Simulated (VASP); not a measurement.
# Ni3Pt: structure and properties in VASP, part 6 of 15

What structure does Ni3Pt take at this level, and what are its properties? The start is a computed cell from the Materials Project.

VASP 6.6.1, plane waves and PAW; the level of theory is named at each step.

So far, largest spin moment in the PAW sphere (μB): step 2 (magnetic order: ferromagnetic) 0.877; step 4 (magnetic order: antiferromagnetic, q = (0, 0, 1/2)) 0.736.

### 5. Magnetic order: antiferromagnetic, q = (1/2, 1/2, 1/2) (continued)

Level of this step: r2SCAN with rVV10, spin-polarised from an antiferromagnetic start; plane waves and PAW (Ni, Pt) (VASP).

Spin moment in the PAW sphere by atom:

| atom | spin moment in the PAW sphere (μB) |
| --- | --- |
| Ni1 | 0.583 |
| Ni2 | -0.583 |
| Ni3 | 0.583 |
| Ni4 | -0.583 |
| Ni5 | 0.583 |
| Ni6 | -0.583 |
| Pt7 | -0.043 |
| Pt8 | 0.043 |

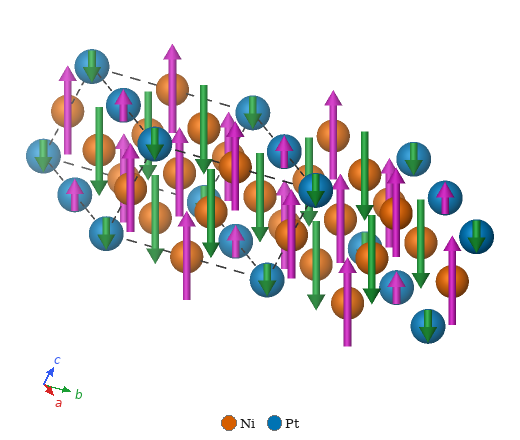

Spin moment in the PAW sphere as arrows, the longest 0.583 μB. Up and down stand for the sign. Arrows give size and sign along the axis of quantisation, drawn up and down the page. Each arrow also spans its atom, so small moments look longer than they are. The two directions have two colours. 1×2×1 cells are drawn. Some periodic images of atoms are drawn too.

The energy lies +61.4 meV an atom from the first pattern. The run ends antiferromagnetic with a largest moment of 0.58 μB, and the mesh shows no gap.

### 6. Magnetic order: antiferromagnetic, q = (1/2, 1/2, 0)

Next, a pattern with opposite moments, which needs a doubled cell; q is given in the reciprocal vectors of the primitive cell.

Contents of INCAR:

```
SYSTEM = Ni3Pt
PREC = Accurate
ENCUT = 400
EDIFF = 1E-06
NELM = 100
ISMEAR = 1
SIGMA = 0.2
LREAL = .FALSE.
ALGO = Normal
METAGGA = R2SCAN
LUSE_VDW = .TRUE.
IVDW_NL = 2
BPARAM = 11.95
CPARAM = 0.0093
LASPH = .TRUE.
NBANDS = 53
ISPIN = 2
MAGMOM = 1 -1 1 -1 1 -1 0 0
LMAXMIX = 4
LORBIT = 11
LWAVE = .FALSE.
LCHARG = .FALSE.
KPAR = 8
ISIF = 2
```

Contents of POSCAR:

```
Ni3Pt
1.0
    7.2491335800      0.0000000000      0.0000000000
    3.6245667900      3.6245667900      0.0000000000
    0.0000000000      0.0000000000      3.6245667900
Ni Pt
6 2
Direct
    0.2500000000      0.0000000000      0.5000000000
    0.7500000000      0.0000000000      0.5000000000
    0.7500000000      0.5000000000      0.5000000000
    0.2500000000      0.5000000000      0.5000000000
    0.0000000000      0.5000000000      0.0000000000
    0.5000000000      0.5000000000      0.0000000000
    0.0000000000      0.0000000000      0.0000000000
    0.5000000000      0.0000000000      0.0000000000
```

Contents of KPOINTS:

```
Automatic mesh
0
Gamma
6 6 6
0 0 0
```

Potentials, in the order of the species: Ni and Pt (PBE family, release 64).

Started as:

```console
$ mpirun -np 8 vasp_std
```

Output:

```text
[... set-up lines as in an earlier step ...]
 entering main loop
       N       E                     dE             d eps       ncg     rms          rms(c)
Total rVV10 correction in eV:      1.9268563    91.9653268
Total rVV10 correction in eV:      1.9268563    91.9653268
Total rVV10 correction in eV:      1.9268563    91.9653268
Total rVV10 correction in eV:      1.9268563    91.9653268
Total rVV10 correction in eV:      1.9268563    91.9653268
Total rVV10 correction in eV:      1.9268563    91.9653268
Total rVV10 correction in eV:      1.9268563    91.9653268
Total rVV10 correction in eV:      1.9268563    91.9653268
DAV:   1     0.481854000389E+03    0.48185E+03   -0.30273E+04 13656   0.174E+03
DAV:   2    -0.125421990315E+03   -0.60728E+03   -0.56435E+03 13628   0.396E+02
DAV:   3    -0.191314684140E+03   -0.65893E+02   -0.57680E+02 14286   0.151E+02
DAV:   4    -0.193483512803E+03   -0.21688E+01   -0.21363E+01 14774   0.295E+01
DAV:   5    -0.193529866666E+03   -0.46354E-01   -0.46340E-01 18148   0.333E+00    0.322E+01
Total rVV10 correction in eV:      1.7591228    91.9653265
Total rVV10 correction in eV:      1.7591228    91.9653265
Total rVV10 correction in eV:      1.7591228    91.9653265
Total rVV10 correction in eV:      1.7591228    91.9653265
Total rVV10 correction in eV:      1.7591228    91.9653265
Total rVV10 correction in eV:      1.7591228    91.9653265
Total rVV10 correction in eV:      1.7591228    91.9653265
Total rVV10 correction in eV:      1.7591228    91.9653265
DAV:   6    -0.181143705211E+03    0.12386E+02   -0.88012E+01 14339   0.123E+02    0.341E+01
Total rVV10 correction in eV:      1.7952820    91.9653267
Total rVV10 correction in eV:      1.7952820    91.9653267
Total rVV10 correction in eV:      1.7952820    91.9653267
Total rVV10 correction in eV:      1.7952820    91.9653267
Total rVV10 correction in eV:      1.7952820    91.9653267
Total rVV10 correction in eV:      1.7952820    91.9653267
Total rVV10 correction in eV:      1.7952820    91.9653267
Total rVV10 correction in eV:      1.7952820    91.9653267
DAV:   7    -0.173372059956E+03    0.77716E+01   -0.28143E+01 16552   0.953E+01    0.112E+01
Total rVV10 correction in eV:      1.7926710    91.9653265
Total rVV10 correction in eV:      1.7926710    91.9653265
Total rVV10 correction in eV:      1.7926710    91.9653265
Total rVV10 correction in eV:      1.7926710    91.9653265
Total rVV10 correction in eV:      1.7926710    91.9653265
Total rVV10 correction in eV:      1.7926710    91.9653265
Total rVV10 correction in eV:      1.7926710    91.9653265
Total rVV10 correction in eV:      1.7926710    91.9653265
DAV:   8    -0.173440436148E+03   -0.68376E-01   -0.29986E+00 20061   0.242E+01    0.996E+00
Total rVV10 correction in eV:      1.7920498    91.9653265
Total rVV10 correction in eV:      1.7920498    91.9653265
Total rVV10 correction in eV:      1.7920498    91.9653265
Total rVV10 correction in eV:      1.7920498    91.9653265
Total rVV10 correction in eV:      1.7920498    91.9653265
Total rVV10 correction in eV:      1.7920498    91.9653265
Total rVV10 correction in eV:      1.7920498    91.9653265
Total rVV10 correction in eV:      1.7920498    91.9653265
DAV:   9    -0.173321612838E+03    0.11882E+00   -0.19315E+00 16797   0.338E+01    0.870E+00
Total rVV10 correction in eV:      1.7874439    91.9653265
Total rVV10 correction in eV:      1.7874439    91.9653265
Total rVV10 correction in eV:      1.7874439    91.9653265
Total rVV10 correction in eV:      1.7874439    91.9653265
Total rVV10 correction in eV:      1.7874439    91.9653265
Total rVV10 correction in eV:      1.7874439    91.9653265
Total rVV10 correction in eV:      1.7874439    91.9653265
Total rVV10 correction in eV:      1.7874439    91.9653265
DAV:  10    -0.173082295720E+03    0.23932E+00   -0.94532E-01 19694   0.162E+01    0.197E+00
Total rVV10 correction in eV:      1.7848523    91.9653265
Total rVV10 correction in eV:      1.7848523    91.9653265
Total rVV10 correction in eV:      1.7848523    91.9653265
Total rVV10 correction in eV:      1.7848523    91.9653265
Total rVV10 correction in eV:      1.7848523    91.9653265
Total rVV10 correction in eV:      1.7848523    91.9653265
Total rVV10 correction in eV:      1.7848523    91.9653265
Total rVV10 correction in eV:      1.7848523    91.9653265
DAV:  11    -0.173079929789E+03    0.23659E-02   -0.13451E-01 14948   0.417E+00    0.160E+00
Total rVV10 correction in eV:      1.7825072    91.9653265
Total rVV10 correction in eV:      1.7825072    91.9653265
Total rVV10 correction in eV:      1.7825072    91.9653265
Total rVV10 correction in eV:      1.7825072    91.9653265
Total rVV10 correction in eV:      1.7825072    91.9653265
Total rVV10 correction in eV:      1.7825072    91.9653265
Total rVV10 correction in eV:      1.7825072    91.9653265
Total rVV10 correction in eV:      1.7825072    91.9653265
DAV:  12    -0.173082394862E+03   -0.24651E-02   -0.20977E-02 18543   0.168E+00    0.128E+00
Total rVV10 correction in eV:      1.7803650    91.9653265
Total rVV10 correction in eV:      1.7803650    91.9653265
Total rVV10 correction in eV:      1.7803650    91.9653265
Total rVV10 correction in eV:      1.7803650    91.9653265
Total rVV10 correction in eV:      1.7803650    91.9653265
Total rVV10 correction in eV:      1.7803650    91.9653265
Total rVV10 correction in eV:      1.7803650    91.9653265
Total rVV10 correction in eV:      1.7803650    91.9653265
DAV:  13    -0.173093611244E+03   -0.11216E-01   -0.20956E-02 19152   0.365E+00    0.725E-01
Total rVV10 correction in eV:      1.7794610    91.9653265
Total rVV10 correction in eV:      1.7794610    91.9653265
Total rVV10 correction in eV:      1.7794610    91.9653265
Total rVV10 correction in eV:      1.7794610    91.9653265
Total rVV10 correction in eV:      1.7794610    91.9653265
Total rVV10 correction in eV:      1.7794610    91.9653265
Total rVV10 correction in eV:      1.7794610    91.9653265
Total rVV10 correction in eV:      1.7794610    91.9653265
DAV:  14    -0.173097403041E+03   -0.37918E-02   -0.17824E-02 22749   0.215E+00    0.369E-01
Total rVV10 correction in eV:      1.7797409    91.9653265
Total rVV10 correction in eV:      1.7797409    91.9653265
Total rVV10 correction in eV:      1.7797409    91.9653265
Total rVV10 correction in eV:      1.7797409    91.9653265
Total rVV10 correction in eV:      1.7797409    91.9653265
Total rVV10 correction in eV:      1.7797409    91.9653265
Total rVV10 correction in eV:      1.7797409    91.9653265
Total rVV10 correction in eV:      1.7797409    91.9653265
DAV:  15    -0.173098633058E+03   -0.12300E-02   -0.51296E-03 18346   0.747E-01    0.217E-01
Total rVV10 correction in eV:      1.7795619    91.9653265
Total rVV10 correction in eV:      1.7795619    91.9653265
Total rVV10 correction in eV:      1.7795619    91.9653265
Total rVV10 correction in eV:      1.7795619    91.9653265
Total rVV10 correction in eV:      1.7795619    91.9653265
Total rVV10 correction in eV:      1.7795619    91.9653265
Total rVV10 correction in eV:      1.7795619    91.9653265
Total rVV10 correction in eV:      1.7795619    91.9653265
DAV:  16    -0.173099462938E+03   -0.82988E-03   -0.21440E-03 24111   0.801E-01    0.123E-01
Total rVV10 correction in eV:      1.7795894    91.9653265
Total rVV10 correction in eV:      1.7795894    91.9653265
Total rVV10 correction in eV:      1.7795894    91.9653265
Total rVV10 correction in eV:      1.7795894    91.9653265
Total rVV10 correction in eV:      1.7795894    91.9653265
Total rVV10 correction in eV:      1.7795894    91.9653265
Total rVV10 correction in eV:      1.7795894    91.9653265
Total rVV10 correction in eV:      1.7795894    91.9653265
DAV:  17    -0.173099699938E+03   -0.23700E-03   -0.73435E-04 20007   0.310E-01    0.773E-02
Total rVV10 correction in eV:      1.7795258    91.9653265
Total rVV10 correction in eV:      1.7795258    91.9653265
Total rVV10 correction in eV:      1.7795258    91.9653265
Total rVV10 correction in eV:      1.7795258    91.9653265
Total rVV10 correction in eV:      1.7795258    91.9653265
Total rVV10 correction in eV:      1.7795258    91.9653265
Total rVV10 correction in eV:      1.7795258    91.9653265
Total rVV10 correction in eV:      1.7795258    91.9653265
DAV:  18    -0.173099786452E+03   -0.86514E-04   -0.20578E-04 21454   0.227E-01    0.499E-02
Total rVV10 correction in eV:      1.7795363    91.9653265
Total rVV10 correction in eV:      1.7795363    91.9653265
Total rVV10 correction in eV:      1.7795363    91.9653265
Total rVV10 correction in eV:      1.7795363    91.9653265
Total rVV10 correction in eV:      1.7795363    91.9653265
Total rVV10 correction in eV:      1.7795363    91.9653265
Total rVV10 correction in eV:      1.7795363    91.9653265
Total rVV10 correction in eV:      1.7795363    91.9653265
DAV:  19    -0.173099835233E+03   -0.48781E-04   -0.16708E-04 23925   0.230E-01    0.305E-02
Total rVV10 correction in eV:      1.7795460    91.9653265
Total rVV10 correction in eV:      1.7795460    91.9653265
Total rVV10 correction in eV:      1.7795460    91.9653265
Total rVV10 correction in eV:      1.7795460    91.9653265
Total rVV10 correction in eV:      1.7795460    91.9653265
Total rVV10 correction in eV:      1.7795460    91.9653265
Total rVV10 correction in eV:      1.7795460    91.9653265
Total rVV10 correction in eV:      1.7795460    91.9653265
DAV:  20    -0.173099854473E+03   -0.19239E-04   -0.70727E-05 21100   0.105E-01    0.242E-02
Total rVV10 correction in eV:      1.7795415    91.9653265
Total rVV10 correction in eV:      1.7795415    91.9653265
Total rVV10 correction in eV:      1.7795415    91.9653265
Total rVV10 correction in eV:      1.7795415    91.9653265
Total rVV10 correction in eV:      1.7795415    91.9653265
Total rVV10 correction in eV:      1.7795415    91.9653265
Total rVV10 correction in eV:      1.7795415    91.9653265
Total rVV10 correction in eV:      1.7795415    91.9653265
DAV:  21    -0.173099867915E+03   -0.13442E-04   -0.28795E-05 19107   0.100E-01    0.221E-02
Total rVV10 correction in eV:      1.7795303    91.9653265
Total rVV10 correction in eV:      1.7795303    91.9653265
Total rVV10 correction in eV:      1.7795303    91.9653265
Total rVV10 correction in eV:      1.7795303    91.9653265
Total rVV10 correction in eV:      1.7795303    91.9653265
Total rVV10 correction in eV:      1.7795303    91.9653265
Total rVV10 correction in eV:      1.7795303    91.9653265
Total rVV10 correction in eV:      1.7795303    91.9653265
DAV:  22    -0.173099873806E+03   -0.58914E-05   -0.40444E-05 22528   0.115E-01    0.142E-02
Total rVV10 correction in eV:      1.7795232    91.9653265
Total rVV10 correction in eV:      1.7795232    91.9653265
Total rVV10 correction in eV:      1.7795232    91.9653265
Total rVV10 correction in eV:      1.7795232    91.9653265
Total rVV10 correction in eV:      1.7795232    91.9653265
Total rVV10 correction in eV:      1.7795232    91.9653265
Total rVV10 correction in eV:      1.7795232    91.9653265
Total rVV10 correction in eV:      1.7795232    91.9653265
DAV:  23    -0.173099877663E+03   -0.38573E-05   -0.19121E-05 20693   0.588E-02    0.117E-02
Total rVV10 correction in eV:      1.7795195    91.9653265
Total rVV10 correction in eV:      1.7795195    91.9653265
Total rVV10 correction in eV:      1.7795195    91.9653265
Total rVV10 correction in eV:      1.7795195    91.9653265
Total rVV10 correction in eV:      1.7795195    91.9653265
Total rVV10 correction in eV:      1.7795195    91.9653265
Total rVV10 correction in eV:      1.7795195    91.9653265
Total rVV10 correction in eV:      1.7795195    91.9653265
DAV:  24    -0.173099880107E+03   -0.24436E-05   -0.73531E-06 12639   0.578E-02    0.824E-03
Total rVV10 correction in eV:      1.7795216    91.9653265
Total rVV10 correction in eV:      1.7795216    91.9653265
Total rVV10 correction in eV:      1.7795216    91.9653265
Total rVV10 correction in eV:      1.7795216    91.9653265
Total rVV10 correction in eV:      1.7795216    91.9653265
Total rVV10 correction in eV:      1.7795216    91.9653265
Total rVV10 correction in eV:      1.7795216    91.9653265
Total rVV10 correction in eV:      1.7795216    91.9653265
DAV:  25    -0.173099880102E+03    0.54761E-08   -0.77740E-06 16249   0.460E-02
Total rVV10 correction in eV:      1.7795257    91.9653265
Total rVV10 correction in eV:      1.7795257    91.9653265
Total rVV10 correction in eV:      1.7795257    91.9653265
Total rVV10 correction in eV:      1.7795257    91.9653265
Total rVV10 correction in eV:      1.7795257    91.9653265
Total rVV10 correction in eV:      1.7795257    91.9653265
Total rVV10 correction in eV:      1.7795257    91.9653265
Total rVV10 correction in eV:      1.7795257    91.9653265
Total rVV10 correction in eV:      1.7795214    91.9653265
Total rVV10 correction in eV:      1.7795214    91.9653265
Total rVV10 correction in eV:      1.7795214    91.9653265
Total rVV10 correction in eV:      1.7795214    91.9653265
Total rVV10 correction in eV:      1.7795214    91.9653265
Total rVV10 correction in eV:      1.7795214    91.9653265
Total rVV10 correction in eV:      1.7795214    91.9653265
Total rVV10 correction in eV:      1.7795214    91.9653265
   1 F= -.17309988E+03 E0= -.17310069E+03  d E =0.243464E-02  mag=    -0.0000
```

It took 17 min on 8 MPI ranks of AMD EPYC 7R43, shared host; peak memory 5 GiB.

From OUTCAR (step 6):

```text
   k-points           NKPTS =     64   k-points in BZ     NKDIM =     64   number of bands    NBANDS=     53

   ENCUT  =  400.0 eV  29.40 Ry    5.42 a.u.  11.82  8.36  5.91*2*pi/ulx,y,z

   NELECT =      80.0000    total number of electrons

 E-fermi :   9.8087

 spin component 1
 k-point     1 :       0.0000    0.0000    0.0000
  band No.  band energies     occupation
    ...
     33       9.2215      1.00013
     34       9.4910      1.02361
     35       9.7256      0.82036
     36       9.7641      0.68349
     37       9.7948      0.55869
     38       9.8225      0.44162
     39      10.3059     -0.00123
     40      10.3545     -0.00039
     41      10.5398     -0.00000
     42      10.7679     -0.00000
    ...

 k-point     2 :       0.1667    0.0000    0.0000
  band No.  band energies     occupation
    ...
     35       9.5050      1.02681
     36       9.6408      0.99949
     37       9.6918      0.91304
     38       9.7027      0.88616
     39       9.7999      0.53723
     40      10.2916     -0.00168
     41      10.2977     -0.00148
     42      10.3169     -0.00096
     43      10.8484     -0.00000
     44      11.7530     -0.00000
    ...

  Total       -2.0883838     -2.0883838     -1.8460417      0.0747191      0.0000000      0.0000000
  in kB      -35.1335937    -35.1335937    -31.0565896      1.2570252      0.0000000      0.0000000
  external PRESSURE =     -33.7745923 kB  Pullay stress =       0.0000000 kB

 POSITION                                       TOTAL-FORCE (eV/Angst)
 -----------------------------------------------------------------------------------
      1.81228      0.00000      1.81228         0.024521      0.045061      0.000000
      5.43685      0.00000      1.81228         0.024521      0.045061      0.000000
      7.24913      1.81228      1.81228         0.045061      0.024521     -0.000000
      3.62457      1.81228      1.81228         0.045061      0.024521     -0.000000
      1.81228      1.81228      0.00000        -0.033208     -0.033208      0.000000
      5.43685      1.81228      0.00000        -0.033208     -0.033208      0.000000
      0.00000      0.00000      0.00000        -0.036375     -0.036375      0.000000
      3.62457      0.00000      0.00000        -0.036375     -0.036375      0.000000
 -----------------------------------------------------------------------------------
    total drift:                               -0.000206     -0.000250     -0.000000

  FREE ENERGIE OF THE ION-ELECTRON SYSTEM (eV)
  ---------------------------------------------------
  free  energy   TOTEN  =      -173.0998801015 eV

  energy  without entropy=     -173.1023147417  energy(sigma->0) =     -173.10069165

 magnetization (x)
# of ion       s       p       d       tot
------------------------------------------
    1        0.005  -0.003   0.705   0.708
    2       -0.005   0.003  -0.705  -0.708
    3        0.005  -0.003   0.705   0.708
    4       -0.005   0.003  -0.705  -0.708
    5        0.000   0.001   0.294   0.296
    6       -0.000  -0.001  -0.294  -0.296
    7       -0.000   0.001  -0.007  -0.006
    8        0.000  -0.001   0.007   0.006
--------------------------------------------------
tot          0.000   0.000   0.000   0.000

[... 1 part as in an earlier step ...]

[... 14 further parts left out ...]
```

At this level the cell is under a tension of 3.4 GPa, so at these settings it is away from equilibrium.

This step gave:

- electronic cycles: 25
- irreducible k-points: 64
- symmetry operations: 4
- free energy (TOTEN): -173.0999 eV
- energy at zero smearing: -173.1007 eV
- Fermi energy: 9.809 eV
- pressure: -3.377 GPa

Spin moment in the PAW sphere by atom:

| atom | spin moment in the PAW sphere (μB) |
| --- | --- |
| Ni1 | 0.708 |
| Ni2 | -0.708 |
| Ni3 | 0.708 |
| Ni4 | -0.708 |
| Ni5 | 0.296 |
| Ni6 | -0.296 |
| Pt7 | -0.006 |
| Pt8 | 0.006 |

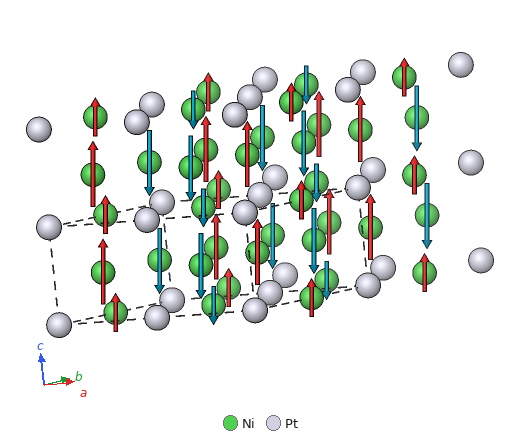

Spin moment in the PAW sphere as arrows, the longest 0.708 μB. Up and down stand for the sign. Arrows give size and sign along the axis of quantisation, drawn up and down the page. Each arrow also spans its atom, so small moments look longer than they are. The two directions have two colours. 1×2×2 cells are drawn. Some periodic images of atoms are drawn too.

The energy lies +70.1 meV an atom from the first pattern. The run ends antiferromagnetic with a largest moment of 0.71 μB, and the mesh shows no gap.

### 7. The orders side by side

This step: collinear orders at r2SCAN; plane waves and PAW (VASP 6.6.1).

No new run; the numbers come from the runs before.

Patterns, by row:

| start | atoms | energy less that of the first (meV/atom) | largest site moment (μB) | end state |
| --- | --- | --- | --- | --- |
| ferromagnetic | 4 | 0 | 0.88 | ferromagnetic |
| antiferromagnetic within the cell | 4 | 0 | 0.88 | ferromagnetic |
| antiferromagnetic, q = (0, 0, 1/2) | 8 | 62.9 | 0.74 | antiferromagnetic |
| antiferromagnetic, q = (1/2, 1/2, 1/2) | 8 | 61.4 | 0.58 | antiferromagnetic |
| antiferromagnetic, q = (1/2, 1/2, 0) | 8 | 70.1 | 0.71 | antiferromagnetic |

The session goes on in the lowest magnetic state found: ferromagnetic. The next one lies 61.4 meV an atom higher.

[end of part 6 of 15]

[Lines on the potential files, build, host, timing and source positions are cut from VASP's logs without a mark.]

[Logs are printed without paths, hosts, clocks, repeated set-up lines and the standing remarks that a program may print on its own settings, such as how far it seeks lower states.]

[Hosts, paths, dates, database ids (printed as entryN), source tags and the programs' standing remarks are cut or masked in the printed files.]

[A measured line is paired with the nearest computed mode of its activity, which favours agreement.]

[In band tables of VASP the shares of atoms and orbitals are scaled to a sum of 1 inside the atoms' spheres.]
